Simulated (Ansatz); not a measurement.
# B3LYP/6-31G(d) (spherical functions) run of C4H6S (SMILES C1=CSCC1)

Aim: the vertical singlet–triplet gap of C4H6S at B3LYP/6-31G* (spherical functions), from 2 runs. 

The results are computed with Ansatz 0.2.0.

49 further runs of the same task are left out: 49 set aside as unsound or not needed.

### 1 The molecule

C4H6S: 11 atoms, total charge 0, spin state singlet. As SMILES, `C1=CSCC1`. The coordinates come from a PBE0-D4/def2-TZVP relaxation. This is one conformer, not always the lowest.

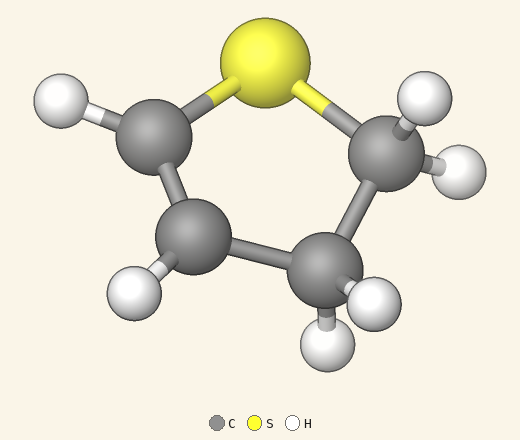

The structure, seen from a chosen angle (carbon grey, sulfur yellow, hydrogen white).

### 2 A single-point energy at B3LYP/6-31G(d) (spherical functions)

Contents of run.yaml:

```yaml
crystal:
  periodic: [false, false, false]
  atoms:
    - {symbol: C, position_ang: [0.280500, 1.058200, -0.374100]}
    - {symbol: C, position_ang: [1.266700, 0.759000, 0.465700]}
    - {symbol: S, position_ang: [1.220700, -0.865500, 1.112000]}
    - {symbol: C, position_ang: [-0.478300, -1.076400, 0.485100]}
    - {symbol: C, position_ang: [-0.649000, -0.083500, -0.663200]}
    - {symbol: H, position_ang: [0.197200, 2.015800, -0.873100]}
    - {symbol: H, position_ang: [2.082600, 1.409500, 0.751800]}
    - {symbol: H, position_ang: [-0.623300, -2.113100, 0.183800]}
    - {symbol: H, position_ang: [-1.164400, -0.846900, 1.303500]}
    - {symbol: H, position_ang: [-0.374400, -0.543900, -1.622300]}
    - {symbol: H, position_ang: [-1.692700, 0.229900, -0.748800]}
basis:
  gaussian: {orbitals: 6-31G_st_-spherical.json}
hamiltonian: {xc: {name: B3LYP}}
accuracy: high
output: {orbitals: {seedname: orbitals}}
```

The basis set 6-31G* is read from a file made from the Basis Set Exchange's data (not shown).

The run is started by

```
ansatz run run.yaml --threads 1 --pin off --max-ram 3480MiB --events-out events.jsonl --progress --plain --runs-dir runs
```

The log of the run:

```text
Warning: RAYON_NUM_THREADS=1 ignored (pool sized by the plan → 1); use --threads N
Functional definition: B3LYP
  name "B3LYP"
  parameter a0 = 0.2
  parameter ax = 0.72
  parameter ac = 0.81
  exchange = (1 - a0 - ax)*slater_x + ax*b88_x + a0*exact_x
  correlation = (1 - ac)*vwn_rpa_c + ac*lyp_c
2147 factors; integrals over basis functions are off by at most 3.8e-9 eV
mean field evaluation 1: about -15073.7672 eV, gradient 5.0e1 eV
mean field evaluation 2: about -15068.2390 eV, gradient 6.8e1 eV
mean field evaluation 4: about -15080.1499 eV, gradient 5.3e0 eV
mean field evaluation 8: about -15080.4771 eV, gradient 2.6e-1 eV
mean field evaluation 16: about -15080.4773 eV, gradient 1.1e-4 eV
mean field -15080.47728419 eV, -554.1973182795 hartree, gradient 6.7e-8 eV, S^2 0.000000; 0 other end points of the search recorded, 0 dependent functions left out
reference -15080.47731908 eV, -554.1973195617 hartree; 23, 23 occupied and 63, 63 virtual orbitals, 2147 factors
Total energy: -15080.47731908 eV, -554.1973195617 hartree
```

It took 5.1 s on 1 thread of Intel Xeon 6975P-C (Granite Rapids), shared host; peak memory 0.33 GiB.

### 3 The triplet

Contents of input.yaml:

```yaml
crystal:
  periodic: [false, false, false]
  atoms:
    - {symbol: C, position_ang: [0.280500, 1.058200, -0.374100]}
    - {symbol: C, position_ang: [1.266700, 0.759000, 0.465700]}
    - {symbol: S, position_ang: [1.220700, -0.865500, 1.112000]}
    - {symbol: C, position_ang: [-0.478300, -1.076400, 0.485100]}
    - {symbol: C, position_ang: [-0.649000, -0.083500, -0.663200]}
    - {symbol: H, position_ang: [0.197200, 2.015800, -0.873100]}
    - {symbol: H, position_ang: [2.082600, 1.409500, 0.751800]}
    - {symbol: H, position_ang: [-0.623300, -2.113100, 0.183800]}
    - {symbol: H, position_ang: [-1.164400, -0.846900, 1.303500]}
    - {symbol: H, position_ang: [-0.374400, -0.543900, -1.622300]}
    - {symbol: H, position_ang: [-1.692700, 0.229900, -0.748800]}
basis:
  gaussian:
    orbitals: 6-31G_st_-spherical.json
accuracy: high
output: {orbitals: {seedname: orbitals}}
magnetization:
  spin_polarized: true
  initial_magnetization: 2
hamiltonian:
  xc: {name: B3LYP}
```

The basis set 6-31G* is read from a file made from the Basis Set Exchange's data (not shown).

The run is started by

```
ansatz run input.yaml --threads 1 --pin off --max-ram 3480MiB --events-out events.jsonl --progress --plain --runs-dir runs
```

The log of the run:

```text
Warning: RAYON_NUM_THREADS=1 ignored (pool sized by the plan → 1); use --threads N
[... 7 set-up lines as earlier in the session ...]
2147 factors; integrals over basis functions are off by at most 3.8e-9 eV
mean field evaluation 1: about -15065.5653 eV, gradient 4.5e1 eV
mean field evaluation 2: about -15036.9057 eV, gradient 8.0e1 eV
mean field evaluation 4: about -15075.9583 eV, gradient 9.1e0 eV
mean field evaluation 8: about -15076.6895 eV, gradient 1.1e0 eV
mean field evaluation 16: about -15076.7060 eV, gradient 5.0e-3 eV
mean field evaluation 32: about -15076.7060 eV, gradient 3.3e-8 eV
mean field -15076.70597900 eV, -554.0587253699 hartree, gradient 3.3e-8 eV, S^2 2.006851; 2 other end points of the search recorded, 0 dependent functions left out
reference -15076.70601429 eV, -554.0587266667 hartree; 24, 22 occupied and 62, 64 virtual orbitals, 2147 factors
Total energy: -15076.70601429 eV, -554.0587266667 hartree
```

Wall time 11 s (1 thread of Intel Xeon 6975P-C (Granite Rapids), shared host); peak memory 0.47 GiB.

### 4 Results

Level: B3LYP/6-31G* (spherical functions).

```
                                        quantity          value
                           singlet: total energy  -554.19732 Eh
                            singlet: HOMO energy       -5.41 eV
                            singlet: LUMO energy        0.51 eV
                          singlet: HOMO–LUMO gap        5.92 eV
                           triplet: total energy  -554.05873 Eh
     triplet: HOMO energy (highest over α and β)       -1.85 eV
                                   triplet: ⟨S²⟩          2.007
vertical energy of the triplet above the singlet       3.771 eV
```

In words: At this shape the triplet lies 3.77 eV (87 kcal/mol) above the singlet.
